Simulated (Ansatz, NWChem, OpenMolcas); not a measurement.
# A small benchmark: atomisation enthalpy at 298 K

6 molecules without hydrogen; the atomisation enthalpy at 298 K in kJ/mol, computed less measured. Shapes, held fixed at every level: PBE0-D4/def2-TZVP. Thermal terms are harmonic and unscaled (PBE0-D4/def2-TZVP); the spin-orbit lowering of the free atoms is taken from their spectra. Programs: Ansatz 0.2.0, NWChem 7.3.0, OpenMolcas 26.06. A level may come from different programs for different species; with the same settings they agree closely. Measured values: Active Thermochemical Tables, CRC Handbook of Chemistry and Physics, NIST-JANAF tables.

Levels: A = HF/STO-3G; B = HF/def2-SVP; C = wB97M-V/def2-TZVPP; D = CCSD/cc-pVDZ.

| molecule | from tabulated heats | A | B | C | D |
| --- | --- | --- | --- | --- | --- |
| AsF3 (arsenic trifluoride) | 1326 | -903 | -598 | +21 | -245 |
| BBr2F (SMILES FB(Br)Br) | 1388 | -166 | -352 | -9 | -153 |
| BBrCl2 (bromodichloroborane) | 1262 | -115 | -306 | +12 | -138 |
| CBr2F2 (dibromodifluoromethane) | 1484 | -565 | -631 | -7 | -232 |
| CBrCl2F (bromodichlorofluoromethane) | 1391 | -541 | -616 | -1 | -240 |
| CBrClF2 (SMILES FC(F)(Cl)Br) | 1551 | -622 | -631 | +2 | -237 |

Q: Which level does best on this set, which worst, and which err to one side?

A: 
```
             level                    kind  mean error  mean absolute error  worst case
         HF/STO-3G            Hartree–Fock      -485.3                485.3        AsF3
       HF/def2-SVP            Hartree–Fock      -522.3                522.3      CBr2F2
wB97M-V/def2-TZVPP  range-separated hybrid        +3.0                  8.7        AsF3
      CCSD/cc-pVDZ   coupled cluster or CI      -207.5                207.5        AsF3
```

On this set wB97M-V/def2-TZVPP has the smallest mean absolute error and HF/def2-SVP the largest. HF/STO-3G is too low in 6 of 6; HF/def2-SVP is too low in 6 of 6; CCSD/cc-pVDZ is too low in 6 of 6. The molecules' own spin-orbit binding is left out, so errors for heavy halides read too negative. The tabulated values of AsF3, BBr2F, BBrCl2 are in doubt (older tables, estimates, or at odds with other calculations) and kept here. Over the 3 molecules whose values aren't doubted the mean absolute errors are A 576.0; B 626.0; C 3.3; D 236.3. The largest two are near a tie. For HF/def2-SVP the error grows with the size of the molecule. Hartree–Fock lacks correlation and underbinds. Rows in very small basis sets show the basis more than the method. Correlated wave functions converge slowly with the basis. CCSD also lacks the triples, which bind further. Relativity is left out for As, Br. Outer-core shells of As, Br are correlated, in sets that cover them unevenly. The set is small.

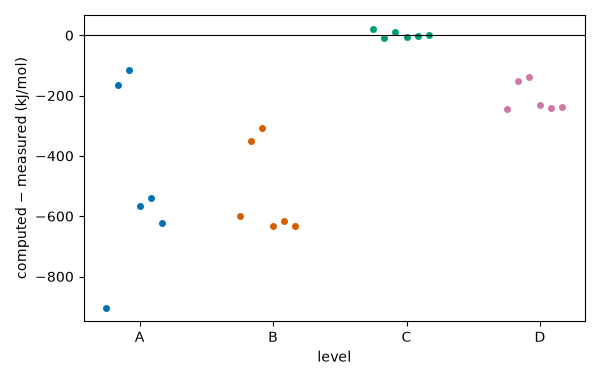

Errors of each level, one point a molecule.
